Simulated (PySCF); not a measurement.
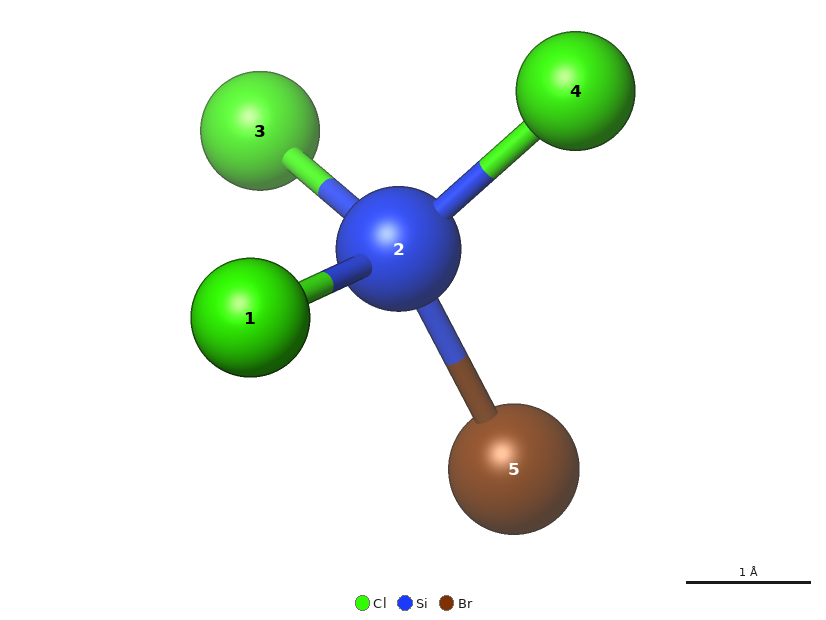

Orthographic view. Atoms fade into the background with distance from the viewer. The computed structure is the end point of a PBE0-D3(BJ)/def2-SVP optimisation. No frequency run is at hand to confirm it as a minimum.

Write a MOL file (V2000) with the atoms in numerical order, bonds sorted by atom number with the orders drawn, and coordinates in the frame of the picture: x right, y up, z towards the viewer, origin at the mean position.

```
SiBrCl3
                    3D

  5  4  0  0  0  0  0  0  0  0999 V2000
   -1.2100   -0.5300    1.5600 Cl  0  0  0  0  0  0  0  0  0  0  0  0
   -0.0100    0.0200    0.0100 Si  0  0  0  0  0  4  0  0  0  0  0  0
   -1.1300    0.9800   -1.4000 Cl  0  0  0  0  0  0  0  0  0  0  0  0
    1.4200    1.3000    0.7000 Cl  0  0  0  0  0  0  0  0  0  0  0  0
    0.9200   -1.7600   -0.8700 Br  0  0  0  0  0  0  0  0  0  0  0  0
  1  2  1  0
  2  3  1  0
  2  4  1  0
  2  5  1  0
M  END
```
